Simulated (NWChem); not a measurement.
**SiH2F (SMILES F[SiH2]) at U-revM11/x2c-SVPall-2c (ZORA)**

What is the energy difference between two shapes of SiH2F at U-revM11/x2c-SVPall-2c (ZORA)? 

The calculation is run with NWChem 7.3.0.

5 further runs of the same task are left out: 3 that didn't finish, 2 set aside as unsound or not needed.

## (1) The structure to begin with

The species is SiH2F (4 atoms), meant as a doublet with charge 0. As SMILES, `F[SiH2]`. Geometry: relaxed at GFN2-xTB.

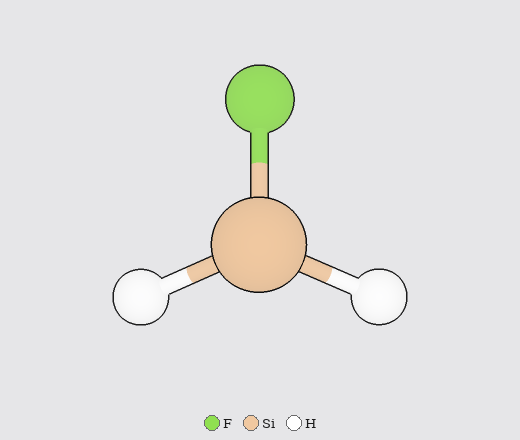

The structure, seen from a chosen angle (fluorine green, silicon light orange, hydrogen white).

## (2) Energy and one-electron properties at U-revM11/x2c-SVPall-2c (ZORA)

Contents of test.nw:

```
START test
TITLE "FH2Si"
memory total 2200 mb
GEOMETRY units angstrom noautosym nocenter noautoz
F        1.205590       0.647540      -0.425510
Si      -0.122150      -0.264920      -0.246870
H       -1.219930       0.678520      -0.261640
H        0.136490      -1.061140       0.934020
END
BASIS "ao basis" spherical
* library x2c-SVPall-2c
END
RELATIVISTIC
zora on
END
DFT
xc revm11
mult 2
grid medium
convergence energy 1e-08
iterations 150
mulliken
END
PROPERTY
mulliken
esp
dipole
efield
moldenfile
molden_norm janpa
END
TASK dft property
```

On the command line:

```bash
$ nwchem test.nw > test.out
```

The program printed:

```text
[...]
          Wavefunction type:  spin polarized.
          No. of atoms     :     4
          No. of electrons :    25
[...]
          Charge           :     0
          Spin multiplicity:     2
[...]
          AO basis - number of functions:    45
[...]
              XC Information
              --------------
                       revM11 Method XC Functional
                     Hartree-Fock (Exact) Exchange  1.000
                        revM11 Exchange Functional  1.000
                      revM11 Correlation Potential  1.000
[...]
 d= 0,ls=0.0,diis     1   -391.2517303105 -4.47D+02  9.32D-03  1.48D-01     2.2
[...]
 d= 0,ls=0.0,diis    10   -391.3101240262 -4.48D-09  9.90D-07  4.46D-10     8.2
[...]
         Total DFT energy =     -391.310124026248
      One electron energy =     -653.264287545247
           Coulomb energy =      238.641872622820
    Exchange-Corr. energy =      -32.187170396608
 Nuclear repulsion energy =       55.499461292787
       Scaling correction =        0.387806731478
[...]
      Total Density - Mulliken Population Analysis
     ---------------------------------------------
    Atom       Charge   Shell Charges
 -----------   ------   -------------------------------------------------------
    1 F    9     9.33   1.99  1.09  0.81  3.37  2.07  0.00
    2 Si  14    13.47   2.00  1.98  1.03  0.29  5.79  0.12  1.18  0.84  0.24
    3 H    1     1.10   0.76  0.33  0.01
    4 H    1     1.10   0.76  0.33  0.01
[...]
      <S2> =      0.7514 (Exact =     0.7500)
[...]
   Dipole moment        1.5846411917 Debye(s)
             DMX       -1.3150360281 DMXEFC        0.0000000000
             DMY       -0.8437772173 DMYEFC        0.0000000000
             DMZ        0.2642119580 DMZEFC        0.0000000000
   -EFC- dipole         0.0000000000 DEBYE(S)
   Total dipole         1.5846411917 DEBYE(S)
[...]
```

Wall time 9.3 s (1 thread of Intel Xeon Platinum 8488C (Sapphire Rapids), shared host); peak memory 0.11 GiB.

Atomic charges (e):

| atom | Mulliken | Löwdin |
| --- | --- | --- |
| F1 | -0.328 | -0.210 |
| Si2 | +0.531 | +0.420 |
| H3 | -0.102 | -0.110 |
| H4 | -0.102 | -0.110 |

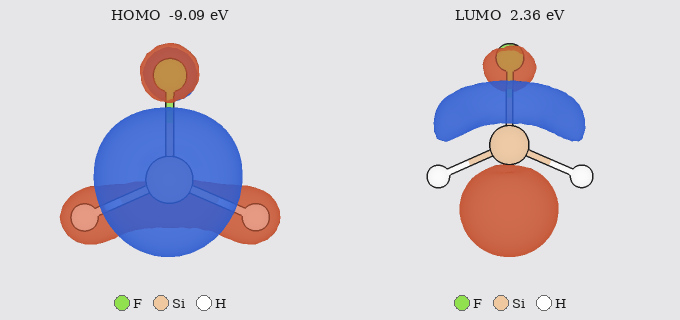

Frontier orbitals of this run (spin up), surfaces at ±0.2 Å^-3/2.

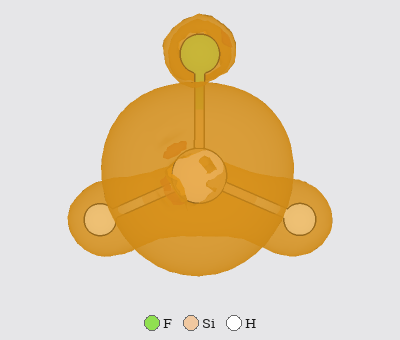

Spin density, surfaces at ±0.03 e/Å³.

## (3) The distorted shape at the same level

Contents of fh2si.xyz:

```xyz
4
FH2Si properties
F      1.167645     0.628304    -0.438445
Si    -0.155475    -0.285342    -0.236582
H     -1.226542     0.657403    -0.255031
H      0.141178    -1.048747     0.945747
```

Contents of fh2si.nw:

```
start fh2si
title "FH2Si properties"
memory total 2200 mb

geometry noautosym nocenter noautoz
load format xyz fh2si.xyz
end

basis spherical
* library x2c-SVPall-2c
end

relativistic
zora on
end

dft
xc revm11
mult 2
grid medium
convergence energy 1e-08
maxiter 150
mulliken
print low
end

property
mulliken
esp
dipole
efield
moldenfile
molden_norm janpa
end

task dft property
```

On the command line:

```bash
$ nwchem fh2si.nw > fh2si.out
```

The program printed:

```text
[...]
 d= 0,ls=0.0,diis     1   -391.2499870859 -4.47D+02  9.32D-03  1.48D-01     2.3
[...]
 d= 0,ls=0.0,diis    10   -391.3085116243 -4.82D-09  1.12D-06  4.41D-10     8.6
[...]
         Total DFT energy =     -391.308511624331
      One electron energy =     -653.615457453557
           Coulomb energy =      238.840019201837
    Exchange-Corr. energy =      -32.196217280536
 Nuclear repulsion energy =       55.663143907926
       Scaling correction =        0.387781252885
[...]
      Total Density - Mulliken Population Analysis
     ---------------------------------------------
    Atom       Charge   Shell Charges
 -----------   ------   -------------------------------------------------------
    1 F    9     9.33   1.99  1.09  0.81  3.37  2.07  0.00
    2 Si  14    13.47   2.00  1.98  1.03  0.29  5.79  0.12  1.19  0.84  0.24
    3 H    1     1.10   0.77  0.33  0.01
    4 H    1     1.10   0.76  0.33  0.01
[...]
      <S2> =      0.7514 (Exact =     0.7500)
[...]
   Dipole moment        1.6356589948 Debye(s)
             DMX       -1.3623473090 DMXEFC        0.0000000000
             DMY       -0.8593101990 DMYEFC        0.0000000000
             DMZ        0.2845630666 DMZEFC        0.0000000000
   -EFC- dipole         0.0000000000 DEBYE(S)
   Total dipole         1.6356589948 DEBYE(S)
[...]
```

Wall time 9.6 s (1 thread of Intel Xeon Platinum 8488C (Sapphire Rapids), shared host); peak memory 0.19 GiB.

Atomic charges (e):

| atom | Mulliken | Löwdin |
| --- | --- | --- |
| F1 | -0.330 | -0.210 |
| Si2 | +0.534 | +0.420 |
| H3 | -0.102 | -0.110 |
| H4 | -0.102 | -0.110 |

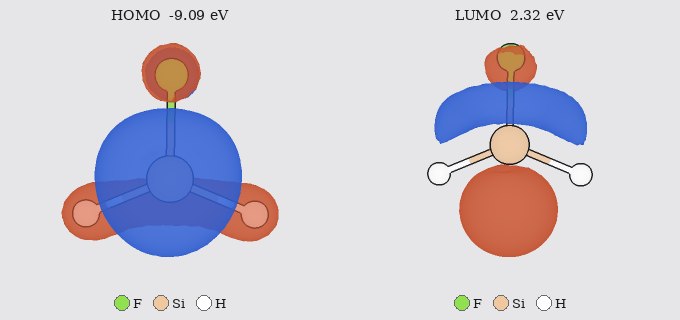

Frontier orbitals of this run (spin up), surfaces at ±0.2 Å^-3/2.

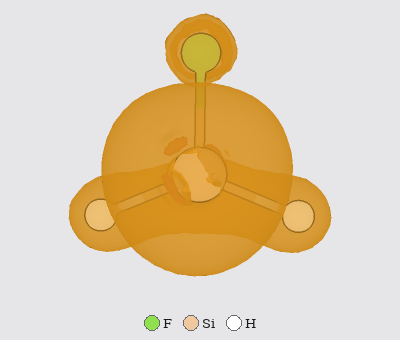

Spin density, surfaces at ±0.03 e/Å³.

## (4) Outcome

At U-revM11/x2c-SVPall-2c (ZORA):

```
                                       quantity          value
                      first shape: total energy  -391.31012 Eh
                     first shape: dipole moment         1.58 D
first shape: HOMO energy (highest over α and β)       -9.09 eV
 first shape: LUMO energy (lowest over α and β)       -0.34 eV
                              first shape: ⟨S²⟩          0.751
                  distorted shape: total energy  -391.30851 Eh
                 distorted shape: dipole moment         1.64 D
                          distorted shape: ⟨S²⟩          0.751
         energy change with the atoms displaced       0.044 eV
```

In words: With the atoms displaced the energy rises by 0.04 eV (1.0 kcal/mol). The first shape isn't relaxed at this level, so the change isn't measured from a minimum. Mulliken charges (distorted shape) run from -0.33 on F1 to +0.53 on Si2.
